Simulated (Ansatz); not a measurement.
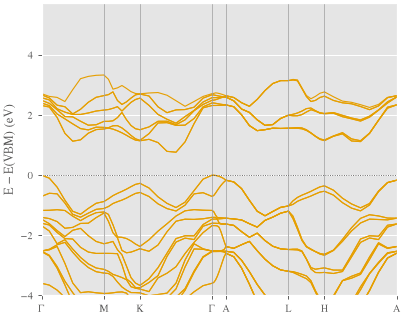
Fig. 1. Band structure from the program Ansatz at the PBE+D3(BJ) with spin–orbit coupling level (PAW)

### Question
Read off the gap and where the band edges lie.

### Answer
About 0.7 eV (0.73 eV by a search for the band edges); maximum at Γ, minimum on the K–Γ line, 45 % of the way from K.

The material is MoSe₂ in space group P6_3/mmc (No. 194; Mo on 2c, Se on 4f).

The PBE+D3(BJ) relaxation kept the symmetry of its start; phonons on a q-mesh show no instability. No spin polarisation was allowed.

Potentials: the later of the program's two PAW sets.
